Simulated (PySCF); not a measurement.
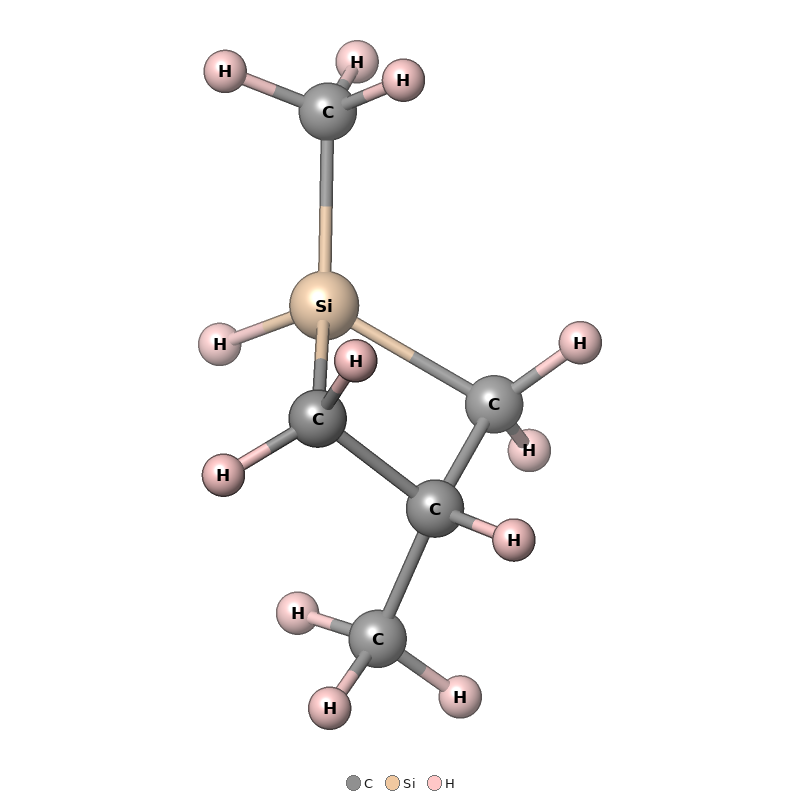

Depth is shown by fading: the farther an atom, the more it takes the colour of the background. The geometry was computed by an optimisation with PBE0-D3(BJ)/def2-SVP. No frequency run is at hand to confirm it as a minimum.

Which symmetry elements does this geometry have?

It has 1 mirror plane, so the point group is Cs. The group has 2 operations. The geometry is achiral, and symmetry allows a dipole moment.
